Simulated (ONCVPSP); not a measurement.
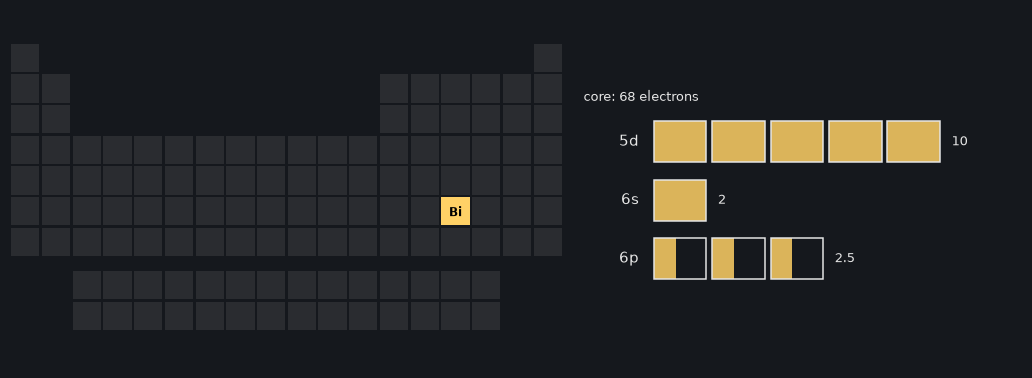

*Left, the place of bismuth in the periodic table; right, the valence shells of the reference configuration: a box for each of the 2l + 1 orbitals, shaded by the share of the shell that is filled, with the electron count at the right. The shells are those of the unaltered input.*

## Run report: Bi, pseudopotential generation

Bismuth (Bi, Z = 83), core [Xe] 4f14, reference valence 5d10 6s2 6p2.5 (an ion of charge +0.5), valence charge 15. (This line and the method describe the unaltered input from which the odd one was made.) Computed at this level: ONCV potential, PW91, scalar-relativistic, made with ONCVPSP 4.0.1.

**Output (extracts)**
```
ONCVPSP  (Optimized Norm-Conservinng Vanderbilt PSeudopotential)
scalar-relativistic version 4.0.1

#   n    l    f        energy (Ha)
    1    0    2.00    -3.3331552E+03
    2    0    2.00    -5.9899030E+02
    2    1    6.00    -5.1229176E+02
    3    0    2.00    -1.4469747E+02
    3    1    6.00    -1.1993621E+02
    3    2   10.00    -9.5099835E+01
    4    0    2.00    -3.3321382E+01
    4    1    6.00    -2.5210606E+01
    4    2   10.00    -1.5950539E+01
    4    3   14.00    -5.7544128E+00
    5    0    2.00    -5.9449315E+00
    5    1    6.00    -3.6675476E+00
    5    2   10.00    -1.1390228E+00
    6    0    2.00    -6.6997186E-01
    6    1    2.50    -2.9153118E-01

Reference configufation results
  iterations    25
  all-electron total energy (Ha)   -2.15325908D+04

Begin loop to  construct optimized pseudo wave functions
and semi-local pseudopoentials for all angular momenta

   Wellstate for l =  0  n =  8
     eigenvalue =   1.6300
     asymptotic potential =   2.1300
     half-point radius =  4.1147

Calculating optimized projector #   1

 for l=   0

    Fraction of norm inside rc  0.336028
    Optimizing pswf for qcut=   2.90 a_B^-1,  ecut=   4.21 Ha
    Residual kinetic energy error=  1.86D-02 Ha

    Energy error per electron        Cutoff
         Ha          eV             Ha
         0.01000     0.27211        5.13
         0.00100     0.02721       20.94
         0.00010     0.00272       55.71
         0.00001     0.00027       72.17

Calculating optimized projector #   2

 for l=   0

    Fraction of norm inside rc  0.088815
    Optimizing pswf for qcut=   2.90 a_B^-1,  ecut=   4.21 Ha
    Residual kinetic energy error=  9.04D-02 Ha

    Energy error per electron        Cutoff
         Ha          eV             Ha
         0.01000     0.27211       20.38
         0.00100     0.02721       79.13
         0.00010     0.00272       92.37
         0.00001     0.00027      101.43

   Wellstate for l =  1  n =  8
     eigenvalue =   1.0085
     asymptotic potential =   1.5085
     half-point radius =  5.7512

   Wellstate for l =  1  n =  8
     eigenvalue =   2.3085
     asymptotic potential =   2.8085
     half-point radius =  4.0182

Calculating optimized projector #   1

 for l=   1

    Fraction of norm inside rc  0.396568
    Optimizing pswf for qcut=   3.91 a_B^-1,  ecut=   7.64 Ha
    Residual kinetic energy error=  1.08D-04 Ha

    Energy error per electron        Cutoff
         Ha          eV             Ha
         0.01000     0.27211        3.25
         0.00100     0.02721        5.87
         0.00010     0.00272        7.77
         0.00001     0.00027       20.21

Calculating optimized projector #   2

 for l=   1

    Fraction of norm inside rc  0.120207
    Optimizing pswf for qcut=   3.91 a_B^-1,  ecut=   7.64 Ha
    Residual kinetic energy error=  3.52D-04 Ha

    Energy error per electron        Cutoff
         Ha          eV             Ha
         0.01000     0.27211        4.60
         0.00100     0.02721        6.73
         0.00010     0.00272       10.49
         0.00001     0.00027       21.22

Calculating optimized projector #   3

 for l=   1

    Fraction of norm inside rc  0.157716
    Optimizing pswf for qcut=   3.91 a_B^-1,  ecut=   7.64 Ha
    Residual kinetic energy error=  3.67D-03 Ha

    Energy error per electron        Cutoff
         Ha          eV             Ha
         0.01000     0.27211        6.87
         0.00100     0.02721       20.25
         0.00010     0.00272       39.27
         0.00001     0.00027       44.46

Calculating optimized projector #   1

 for l=   2

    Fraction of norm inside rc  0.529078
    Optimizing pswf for qcut=   7.49 a_B^-1,  ecut=  28.09 Ha
    Residual kinetic energy error=  3.52D-04 Ha

    Energy error per electron        Cutoff
         Ha          eV             Ha
         0.01000     0.27211       20.74
         0.00100     0.02721       25.60
         0.00010     0.00272       63.06
         0.00001     0.00027      116.27

Construct Vanderbilt / Kleinmman-Bylander projectors

B matrix Hermiticity error, ll=   0
   1   2   -1.9752E-04

  Orthonormal projector coefficients  1.8095E+01  3.3245E+00

B matrix Hermiticity error, ll=   1
   1   2   -7.1197E-05
   1   3   -1.6893E-04
   2   3   -7.7909E-05

  Orthonormal projector coefficients  9.7688E+00  3.2748E+00  4.0999E-01

Model core correction analysis
  based on d2Exc/dn_idn_j

d2excae - all-electron derivatives

   -2.011992D-02   -8.403782D-03   -3.263121D-03
   -8.584000D-03   -1.835239D-02   -9.974140D-03
   -3.576183D-03   -1.102627D-02   -7.009351D-03

d2excps - pseudofunction derivatives with no core correction

   -3.107608D-02   -1.060363D-02   -3.981457D-03
   -1.078674D-02   -1.927912D-02   -1.054194D-02
   -4.299520D-03   -1.161097D-02   -7.232201D-03

rms 2nd derivative error    3.834648E-03

Polynomial model core charge

d2excps - pseudofunction derivatives with core correction

   -2.043955D-02   -9.301737D-03   -3.677987D-03
   -9.481986D-03   -1.835755D-02   -1.020004D-02
   -3.991043D-03   -1.125216D-02   -7.070986D-03

rms 2nd derivative error    4.904616E-04

Pseudoatom total energy  -71.381881

Diagnostic tests using Vanderbilt-Kleinman-Bylander pseudopotentials
  1 or more projectors used as specified by nproj input data

   l    rcore       rmatch      e in        delta e   norm test  slope test

   0   1.8048257   1.8596241  -0.6699719  -0.0000038   0.9999577   0.9992938
   0   1.8048257   1.8596241   1.6300281   0.0000043   1.0002374   1.0002374

   1   2.5079808   2.5841285  -0.2915312  -0.0000004   1.0000349   1.0000506
   1   2.5079808   2.5841285   1.0084688   0.0000006   1.0001877   1.0001877
   1   2.5079808   2.5841285   2.3084688   0.0000336   1.0002840   1.0002840

   2   1.2016350   1.2381193  -1.1390228  -0.0000080   1.0000021   1.0000261

 Testing for bound ghosts
   n   l    E NL Schr. Eq   E Basis Diag.   E Cutoff

   1   0       -0.669976       -0.667432    106.45

   2   1       -0.291532       -0.289746     47.89

 Testing for highly-localized positive-energy ghosts
       l    <radius>/rc     E Basis Diag.   E Cutoff

       0        0.276856       -0.257943    106.45  WARNING - GHOST(+)

       1        0.272036        2.785200     47.89  WARNING - GHOST(+)

Test configuration 0

   n   l     f        eae           eps        diff
   1   0  2.0000-3333.15522236
   2   0  2.0000 -598.99030058
   2   1  6.0000 -512.29175829
   3   0  2.0000 -144.69746764
   3   1  6.0000 -119.93620564
   3   2 10.0000  -95.09983489
   4   0  2.0000  -33.32138200
   4   1  6.0000  -25.21060634
   4   2 10.0000  -15.95053887
   4   3 14.0000   -5.75441284
   5   0  2.0000   -5.94493154
   5   1  6.0000   -3.66754755
   5   2 10.0000   -1.13902278   -1.13903082   -8.04D-06
   6   0  2.0000   -0.66997186   -0.66997565   -3.79D-06
   6   1  2.5000   -0.29153118   -0.29153160   -4.25D-07

    Total energies and differences
      AE_ref= -2.15325908D+04  AE_tst= -2.15325908D+04  dif=  0.00D+00
      PS_ref= -7.13818813D+01  PS_tst= -7.13818813D+01  dif= -5.68D-14
      PSP excitation error=  5.68D-14

Test configuration 1

   n   l     f        eae           eps        diff
   1   0  2.0000-3333.01136973
   2   0  2.0000 -598.84681101
   2   1  6.0000 -512.14823764
   3   0  2.0000 -144.55408245
   3   1  6.0000 -119.79281716
   3   2 10.0000  -94.95645953
   4   0  2.0000  -33.17805448
   4   1  6.0000  -25.06728498
   4   2 10.0000  -15.80723104
   4   3 14.0000   -5.61112118
   5   0  2.0000   -5.80181464
   5   1  6.0000   -3.52442943
   5   2 10.0000   -0.99636345   -0.99697105   -6.08D-04
   6   0  2.0000   -0.53470983   -0.53475327   -4.34D-05
   6   1  3.0000   -0.16984782   -0.16983184    1.60D-05

    Total energies and differences
      AE_ref= -2.15325908D+04  AE_tst= -2.15327056D+04  dif= -1.15D-01
      PS_ref= -7.13818813D+01  PS_tst= -7.14967709D+01  dif= -1.15D-01
      PSP excitation error=  4.78D-05

Test configuration 2

   n   l     f        eae           eps        diff
   1   0  2.0000-3333.31329598
   2   0  2.0000 -599.14779392
   2   1  6.0000 -512.44929894
   3   0  2.0000 -144.85478601
   3   1  6.0000 -120.09352861
   3   2 10.0000  -95.25713939
   4   0  2.0000  -33.47859324
   4   1  6.0000  -25.36780485
   4   2 10.0000  -16.10771323
   4   3 14.0000   -5.91155815
   5   0  2.0000   -6.10174153
   5   1  6.0000   -3.82431593
   5   2 10.0000   -1.29498718   -1.29416751    8.20D-04
   6   0  2.0000   -0.81594116   -0.81590951    3.16D-05
   6   1  2.0000   -0.42290432   -0.42294138   -3.71D-05

    Total energies and differences
      AE_ref= -2.15325908D+04  AE_tst= -2.15324126D+04  dif=  1.78D-01
      PS_ref= -7.13818813D+01  PS_tst= -7.12036263D+01  dif=  1.78D-01
      PSP excitation error= -9.18D-05

Test configuration 3

   n   l     f        eae           eps        diff
   1   0  2.0000-3333.66458904
   2   0  2.0000 -599.49720692
   2   1  6.0000 -512.79885878
   3   0  2.0000 -145.20360535
   3   1  6.0000 -120.44236103
   3   2 10.0000  -95.60591934
   4   0  2.0000  -33.82702119
   4   1  6.0000  -25.71618342
   4   2 10.0000  -16.45600654
   4   3 14.0000   -6.25974830
   5   0  2.0000   -6.44868559
   5   1  6.0000   -4.17099448
   5   2 10.0000   -1.63884149   -1.63567389    3.17D-03
   6   0  2.0000   -1.13240349   -1.13232385    7.96D-05
   6   1  1.0000   -0.70838693   -0.70856883   -1.82D-04

    Total energies and differences
      AE_ref= -2.15325908D+04  AE_tst= -2.15318495D+04  dif=  7.41D-01
      PS_ref= -7.13818813D+01  PS_tst= -7.06401513D+01  dif=  7.42D-01
      PSP excitation error= -4.65D-04

Test configuration 4

   n   l     f        eae           eps        diff
   1   0  2.0000-3333.07699985
   2   0  2.0000 -598.91123046
   2   1  6.0000 -512.21254895
   3   0  2.0000 -144.61901578
   3   1  6.0000 -119.85773352
   3   2 10.0000  -95.02128429
   4   0  2.0000  -33.24316231
   4   1  6.0000  -25.13233772
   4   2 10.0000  -15.87219645
   4   3 14.0000   -5.67605918
   5   0  2.0000   -5.86632228
   5   1  6.0000   -3.58842094
   5   2 10.0000   -1.05586993   -1.05786850   -2.00D-03
   6   0  1.0000   -0.57247058   -0.57282314   -3.53D-04
   6   1  4.0000   -0.19454988   -0.19444957    1.00D-04

    Total energies and differences
      AE_ref= -2.15325908D+04  AE_tst= -2.15323342D+04  dif=  2.57D-01
      PS_ref= -7.13818813D+01  PS_tst= -7.11250387D+01  dif=  2.57D-01
      PSP excitation error= -2.72D-04
```

**Input file**
```
# ATOM AND REFERENCE CONFIGURATION
# atsym  z   nc   nv     iexc    psfile
  Bi 83.00   12    3  -109134      upf
#
#   n    l    f
    1    0    2.00
    2    0    2.00
    2    1    6.00
    3    0    2.00
    3    1    6.00
    3    2   10.00
    4    0    2.00
    4    1    6.00
    4    2   10.00
    4    3   14.00
    5    0    2.00
    5    1    6.00
    5    2   10.00
    6    0    2.00
    6    1    2.50
#
# PSEUDOPOTENTIAL AND OPTIMIZATION
# lmax
    2
#
#   l,   rc,      ep,       ncon, nbas, qcut
    0    1.80    0.00    5    9    2.90
    1    2.50    0.00    4    7    3.90
    2    1.20    0.00    4    7    7.50
#
# LOCAL POTENTIAL
# lloc, lpopt,  rc(5),   dvloc0
    2    5    4.50    0.00
#
# VANDERBILT-KLEINMAN-BYLANDER PROJECTORs
# l, nproj, debl
    0    2    2.30
    1    3    1.30
    2    0    1.60
#
# MODEL CORE CHARGE
# icmod, fcfact, rcfact
    1    0.50    0.00
#
# LOG DERIVATIVE ANALYSIS
# epsh1, epsh2, depsh
   -3.00    5.00    0.02
#
# OUTPUT GRID
# rlmax, drl
    6.00    0.01
#
# TEST CONFIGURATIONS
# ncnf
    4
# nvcnf
#   n    l    f
    3
    5    2   10.00
    6    0    2.00
    6    1    3.00
#
    3
    5    2   10.00
    6    0    2.00
    6    1    2.00
#
    3
    5    2   10.00
    6    0    2.00
    6    1    1.00
#
    3
    5    2   10.00
    6    0    1.00
    6    1    4.00
#
```

Launched with:
```bash
oncvpsp.x < Bi.dat > Bi.out
```

**What the run reported**

- outcome: generated
- ghost flags of the generator: 0 GHOST(-), 2 GHOST(+)
- largest excitation error printed: 13 meV
- hardware: 1 CPU thread, shared host
- wall time: 4.8 s

**What is odd here**

The input is odd on purpose: rc(5) set to 4.50 bohr. The program ran to the end. The all-electron atom is untouched: its total energy equals that from the unaltered input (−21532.5908 Ha). The pseudo-atom's energy and ghost flags in the reference configuration are also those from the unaltered input, so the oddity leaves no trace there.
